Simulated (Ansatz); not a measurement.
# CCSDT/STO-3G run of InF (SMILES [F][In])

What is the energy change on altering one bond length of InF at CCSDT/STO-3G? 

The calculation is run with Ansatz 0.2.0.

45 further runs of the same task are left out: 5 that didn't finish, 40 set aside as unsound or not needed.

**1. Starting point**

InF has 2 atoms, charge 0, and is taken as a singlet. SMILES: `[F][In]`. The shape comes from GFN2-xTB, which is rough for such elements, and wasn't checked as a minimum.

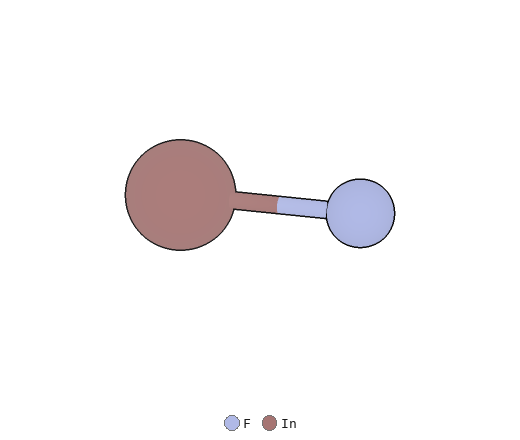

The structure, seen from a chosen angle (fluorine light blue, indium brown).

**2. The energy at CCSDT/STO-3G**

File job.yaml:

```yaml
crystal:
  periodic: [false, false, false]
  atoms:
    - {symbol: F, position_ang: [0.000000, 0.000000, 0.000000]}
    - {symbol: In, position_ang: [0.000000, 0.000000, 2.025490]}
basis:
  gaussian:
    orbitals: STO-3G
correlation:
  method: ccsdt
  frozen_orbitals: {F: 1, In: 18}
accuracy: high
scf:
  omitted_lower_state_checks: [cluster_reference, increment]
```

The run is started by

```console
$ ansatz run job.yaml --threads 1 --pin off --max-ram 2610MiB --events-out events.jsonl --progress --plain --runs-dir runs
```

What it wrote (excerpt; [...] marks lines left out):

```text
Warning: RAYON_NUM_THREADS=1 ignored (pool sized by the plan → 1); use --threads N
Functional definition: HF
  name "HF"
[...]
564 factors; integrals over basis functions are off by at most 4.4e-9 eV
[...]
mean field -157305.56915292 eV, -5780.8730408253 hartree, gradient 9.5e-9 eV, S^2 0.000000; 0 other end points of the search recorded, 0 dependent functions left out
19 core orbitals not correlated: weight in the atoms' cores, before any rotation towards them, 1.000 or more for the frozen orbitals, at most 0.000 for the correlated occupied ones
reference -157305.56915292 eV, -5780.8730408253 hartree; 10, 10 occupied and 3, 3 virtual orbitals, 564 factors
second order -1.35785073 eV of doubles, -0.00000000 eV of singles
cycle   1  -1.37462001 eV  change   -1.7e-2 eV  update   1.5e-1
[...]
cycle  25  -1.95724380 eV  change   8.6e-10 eV  update   2.3e-9
Total energy: -157307.52639671 eV, -5780.9449682082 hartree
Checks for a lower state left out: cluster_reference, increment
```

Wall time 0.64 s (1 thread of Arm Neoverse V2, shared host).

**3. The distorted shape at the same level**

File input.yaml:

```yaml
crystal:
  periodic: [false, false, false]
  atoms:
    - {symbol: F, position_ang: [0.000000, 0.000000, -0.506410]}
    - {symbol: In, position_ang: [0.000000, 0.000000, 2.025490]}
basis:
  gaussian: {orbitals: STO-3G}
magnetization: {spin_polarized: false, initial_magnetization: 0}
correlation: {method: ccsdt, frozen_orbitals: {F: 1, In: 18}}
accuracy: high
scf: {omitted_lower_state_checks: [cluster_reference, increment]}
```

The run is started by

```console
$ ansatz run input.yaml --threads 1 --pin off --max-ram 2610MiB --events-out events.jsonl --progress --plain --runs-dir runs
```

What it wrote (excerpt; [...] marks lines left out):

```text
Warning: RAYON_NUM_THREADS=1 ignored (pool sized by the plan → 1); use --threads N
[... 2 set-up lines as earlier in the session ...]
[...]
557 factors; integrals over basis functions are off by at most 6.4e-9 eV
[...]
mean field -157302.90226472 eV, -5780.7750344919 hartree, gradient 8.2e-9 eV, S^2 0.000000; 0 other end points of the search recorded, 0 dependent functions left out; unrestricted orbitals would lower it
19 core orbitals not correlated: weight in the atoms' cores, before any rotation towards them, 1.000 or more for the frozen orbitals, at most 0.000 for the correlated occupied ones
reference -157302.90226472 eV, -5780.7750344919 hartree; 10, 10 occupied and 3, 3 virtual orbitals, 557 factors
second order -1.55314082 eV of doubles, -0.00000000 eV of singles
cycle   1  -1.82638365 eV  change   -2.7e-1 eV  update   1.7e-1
[...]
cycle  40  -2.55378153 eV  change   9.2e-10 eV  update   2.2e-9
Total energy: -157305.45604626 eV, -5780.8688842322 hartree
Checks for a lower state left out: cluster_reference, increment
```

Wall time 0.7 s (1 thread of Arm Neoverse V2, shared host).

**4. Outcome**

At CCSDT/STO-3G, 19 core orbitals frozen:

| quantity | value |
| --- | --- |
| first shape: total energy | -5780.94497 Eh |
| first shape: correlation energy (19 core orbitals frozen) | -71.9 mEh |
| first shape: T1 diagnostic | 0.028 |
| distorted shape: total energy | -5780.86888 Eh |
| distorted shape: correlation energy (19 core orbitals frozen) | -93.8 mEh |
| distorted shape: T1 diagnostic | 0.039 |
| energy change with the F1–In2 bond stretched from 2.025 to 2.532 Å | 2.070 eV |

What this shows: With the F1–In2 bond stretched from 2.025 to 2.532 Å the energy rises by 2.07 eV (200 kJ/mol). The first shape isn't relaxed at this level, so the change isn't measured from a minimum. The minimal basis adds a large error of its own. The T1 diagnostic (first shape) of 0.028 is above the customary mark for such species, so a single reference may not serve. Relativity is left out (first shape) although the molecule holds a heavy atom. The T1 diagnostic (distorted shape) of 0.039 is above the customary mark for such species, so a single reference may not serve. The restricted solution (distorted shape) is unstable to spin breaking: an unrestricted one lies lower. Relativity is left out (distorted shape) although the molecule holds a heavy atom.
